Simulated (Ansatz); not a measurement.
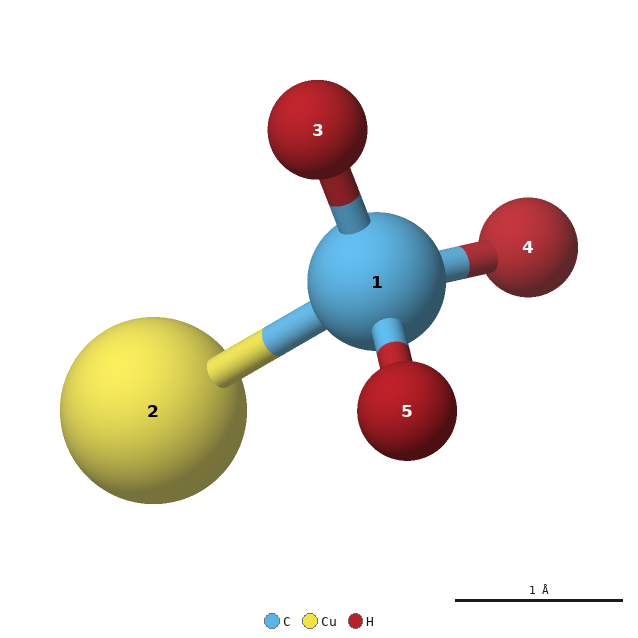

Simulated data, not a measurement (program: Ansatz).

The atoms are numbered. Charge 0, singlet. Geometry: moved along internal coordinates away from the minimum.

### What is the geometry at C1?

C1 has 4 neighbours (Cu2 at 1.90, H3 at 1.10, H4 at 1.09, H5 at 1.09 Å); the arrangement is tetrahedral.
